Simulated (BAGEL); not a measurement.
# PBE0/6-31G(d) (density fitting with qzvpp-jkfit, spherical functions) run of CH3AlO2S (SMILES O[CH]1[S][Al]1[OH])

What is the energy change on altering one bond length of CH3AlO2S at PBE0/6-31G* (density fitting with qzvpp-jkfit, spherical functions)? 

The calculation is run with BAGEL 1.2.2.

1 further run of the same task is left out (set aside as unsound or not needed).

**1. The system as given**

CH3AlO2S: 8 atoms, total charge 0, spin state singlet. SMILES: `O[CH]1[S][Al]1[OH]`. The coordinates come from a PBE0-D4/def2-TZVP relaxation. This is one conformer, not always the lowest.

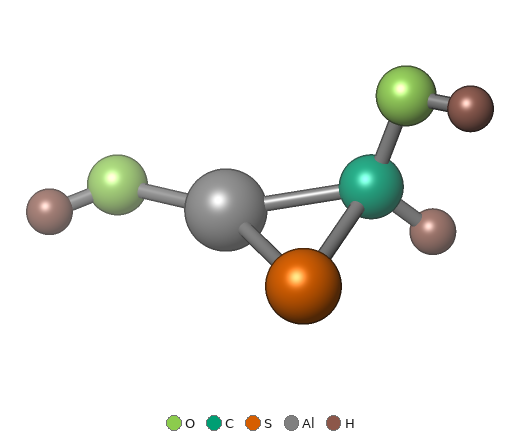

Viewed from a chosen angle; oxygen green, carbon teal, sulfur orange, aluminium grey, hydrogen brown.

**2. A single-point energy at PBE0/6-31G(d) (density fitting with qzvpp-jkfit, spherical functions)**

The input, input.json:

```json
{ "bagel": [

{
  "title": "molecule",
  "basis": "6-31gs.json",
  "df_basis": "qzvpp-jkfit",
  "angstrom": true,
  "geometry": [
    { "atom": "O", "xyz": [   -0.016800,    1.792800,    0.704500 ] },
    { "atom": "C", "xyz": [    0.488300,    0.808600,   -0.113900 ] },
    { "atom": "S", "xyz": [    1.433800,   -0.664600,    0.845000 ] },
    { "atom": "Al", "xyz": [   -0.354900,   -0.904000,   -0.241400 ] },
    { "atom": "O", "xyz": [   -1.617000,   -1.859200,   -0.797900 ] },
    { "atom": "H", "xyz": [    0.695400,    2.375300,    0.990600 ] },
    { "atom": "H", "xyz": [    1.208900,    1.178900,   -0.843400 ] },
    { "atom": "H", "xyz": [   -1.745500,   -2.784800,   -0.599400 ] }
  ]
},
{
  "title": "ks",
  "xc_func": "pbe0"
},
{
  "title": "print",
  "file": "orbitals.molden",
  "orbitals": true
}

]}
```

The basis set 6-31G* is read from a file made from the Basis Set Exchange's data (not shown).

Command:

```
$ BAGEL_NUM_THREADS=1 BAGEL input.json > input.out
```

Output:

```text
* using 1 threads per process

  ===============================================================
  ===============================================================

  *** Geometry ***

  { "atom" : "O", "xyz" : [     -0.031747,      3.387901,      1.331312 ] },
  { "atom" : "C", "xyz" : [      0.922753,      1.528033,     -0.215240 ] },
  { "atom" : "S", "xyz" : [      2.709489,     -1.255912,      1.596819 ] },
  { "atom" : "Al", "xyz" : [     -0.670664,     -1.708312,     -0.456180 ] },
  { "atom" : "O", "xyz" : [     -3.055687,     -3.513379,     -1.507812 ] },
  { "atom" : "H", "xyz" : [      1.314116,      4.488666,      1.871963 ] },
  { "atom" : "H", "xyz" : [      2.284490,      2.227798,     -1.593795 ] },
  { "atom" : "H", "xyz" : [     -3.298517,     -5.262509,     -1.132702 ] },

  Number of auxiliary basis functions:      539

  Since a DF basis is specified, we compute 2- and 3-index integrals:
    o Being stored without compression. Storage requirement is 0.030 GB

  Number of basis functions:       84
  Number of electrons      :       54

    * METHOD: MOLECULE                             0.27

  *** Kohn-Sham DFT ***

    * Removing 15098 points whose weight is below 1.00e-10
    * Grid points: 104150

  === Nuclear Repulsion ===
   261.9275040720

       - DIIS with orbital gradients will be used.

  === KS iteration (pbe0 / 6-31gs.json) ===
      0       -800.39984578          0.14788199           0.36
      1       -779.84259323          0.13929872           0.34
      2       -782.41516890          0.13807892           0.34
      3       -829.15544448          0.04925710           0.34
      4       -829.55721457          0.03551444           0.34
      5       -830.22502052          0.02197606           0.34
      6       -830.16453202          0.02156703           0.34
      7       -830.45204921          0.00927950           0.34
      8       -830.50210136          0.00449419           0.34
      9       -830.51101528          0.00107652           0.34
     10       -830.51151019          0.00041347           0.34
     11       -830.51158136          0.00011560           0.34
     12       -830.51158557          0.00007963           0.34
     13       -830.51158927          0.00001950           0.34
     14       -830.51158958          0.00000312           0.34
     15       -830.51158959          0.00000190           0.34
     16       -830.51158959          0.00000039           0.34
     17       -830.51158959          0.00000012           0.34
     18       -830.51158959          0.00000008           0.34
     19       -830.51158959          0.00000002           0.34
     20       -830.51158959          0.00000001           0.34
     21       -830.51158959          0.00000000           0.34
    * SCF iteration converged.

    * Permanent dipole moment:
           (    0.200772,     0.253963,     0.393715) a.u.

    * METHOD: KS                                   7.97

    * METHOD: PRINT                                0.01

  ===============================================================
```

Wall time 8.4 s (1 thread of Arm Neoverse V2, shared host); peak memory 0.44 GiB.

**3. The distorted shape, same level**

The input, calc.json:

```json
{ "bagel": [

{
  "title": "molecule",
  "basis": "6-31gs.json",
  "df_basis": "qzvpp-jkfit",
  "angstrom": true,
  "geometry": [
    { "atom": "O", "xyz": [      -0.377091,       1.607655,       1.069240 ] },
    { "atom": "C", "xyz": [       0.128009,       0.623455,       0.250840 ] },
    { "atom": "S", "xyz": [       1.073509,      -0.849745,       1.209740 ] },
    { "atom": "Al", "xyz": [      -0.715191,      -1.089145,       0.123340 ] },
    { "atom": "O", "xyz": [      -1.977291,      -2.044345,      -0.433160 ] },
    { "atom": "H", "xyz": [       0.335109,       2.190155,       1.355340 ] },
    { "atom": "H", "xyz": [       1.208900,       1.178900,      -0.843400 ] },
    { "atom": "H", "xyz": [      -2.105791,      -2.969945,      -0.234660 ] }
  ]
},

{
  "title": "ks",
  "xc_func": "pbe0"
},

{
  "title": "print",
  "file": "orbitals.molden",
  "orbitals": true
}

]}
```

The basis set 6-31G* is read from a file made from the Basis Set Exchange's data (not shown).

Command:

```
$ BAGEL_NUM_THREADS=1 BAGEL calc.json > calc.out
```

Output:

```text
* using 1 threads per process

  ===============================================================
  ===============================================================

  *** Geometry ***

  { "atom" : "O", "xyz" : [     -0.712599,      3.038028,      2.020571 ] },
  { "atom" : "C", "xyz" : [      0.241902,      1.178159,      0.474019 ] },
  { "atom" : "S", "xyz" : [      2.028638,     -1.605785,      2.286077 ] },
  { "atom" : "Al", "xyz" : [     -1.351515,     -2.058186,      0.233079 ] },
  { "atom" : "O", "xyz" : [     -3.736538,     -3.863252,     -0.818554 ] },
  { "atom" : "H", "xyz" : [      0.633264,      4.138793,      2.561221 ] },
  { "atom" : "H", "xyz" : [      2.284490,      2.227798,     -1.593795 ] },
  { "atom" : "H", "xyz" : [     -3.979368,     -5.612383,     -0.443443 ] },

  Number of auxiliary basis functions:      539

  Since a DF basis is specified, we compute 2- and 3-index integrals:
    o Being stored without compression. Storage requirement is 0.030 GB

  Number of basis functions:       84
  Number of electrons      :       54

    * METHOD: MOLECULE                             0.27

  *** Kohn-Sham DFT ***

    * Removing 14587 points whose weight is below 1.00e-10
    * Grid points: 104661

  === Nuclear Repulsion ===
   259.6439934649

       - DIIS with orbital gradients will be used.

  === KS iteration (pbe0 / 6-31gs.json) ===
      0       -804.39008334          0.13596989           0.36
      1       -806.63283142          0.11323514           0.34
      2       -785.93037274          0.12607866           0.34
      3       -808.03631334          0.14783748           0.34
      4       -828.65813917          0.05471963           0.34
      5       -830.06059125          0.02518522           0.34
      6       -830.27344918          0.01778990           0.35
      7       -830.26312078          0.01875235           0.34
      8       -830.43396221          0.00303138           0.34
      9       -830.43446718          0.00263145           0.34
     10       -830.44077514          0.00061035           0.34
     11       -830.44099548          0.00011587           0.34
     12       -830.44100136          0.00005343           0.35
     13       -830.44100244          0.00003062           0.34
     14       -830.44100269          0.00002316           0.34
     15       -830.44100292          0.00000453           0.34
     16       -830.44100293          0.00000243           0.34
     17       -830.44100294          0.00000110           0.34
     18       -830.44100294          0.00000021           0.34
     19       -830.44100294          0.00000012           0.34
     20       -830.44100294          0.00000009           0.34
     21       -830.44100294          0.00000002           0.35
     22       -830.44100294          0.00000001           0.34
     23       -830.44100294          0.00000000           0.34
    * SCF iteration converged.

    * Permanent dipole moment:
           (    0.356656,     0.418804,     0.118873) a.u.

    * METHOD: KS                                   8.72

    * METHOD: PRINT                                0.01

  ===============================================================
```

It took 9.3 s on 1 thread of Arm Neoverse V2, shared host; peak memory 0.45 GiB.

**4. What came out**

At PBE0/6-31G* (density fitting with qzvpp-jkfit, spherical functions):

| quantity | value |
| --- | --- |
| first shape: total energy | -830.51159 Eh |
| first shape: dipole moment | 1.30 D |
| first shape: HOMO energy | -6.70 eV |
| first shape: LUMO energy | -1.07 eV |
| first shape: HOMO–LUMO gap | 5.62 eV |
| distorted shape: total energy | -830.44100 Eh |
| distorted shape: dipole moment | 1.43 D |
| distorted shape: HOMO energy | -6.71 eV |
| distorted shape: LUMO energy | -1.27 eV |
| distorted shape: HOMO–LUMO gap | 5.45 eV |
| energy change with the C2–H7 bond stretched from 1.090 to 1.635 Å | 1.921 eV |

With the C2–H7 bond stretched from 1.090 to 1.635 Å the energy rises by 1.92 eV (44 kcal/mol). The first shape isn't relaxed at this level, so the change isn't measured from a minimum.
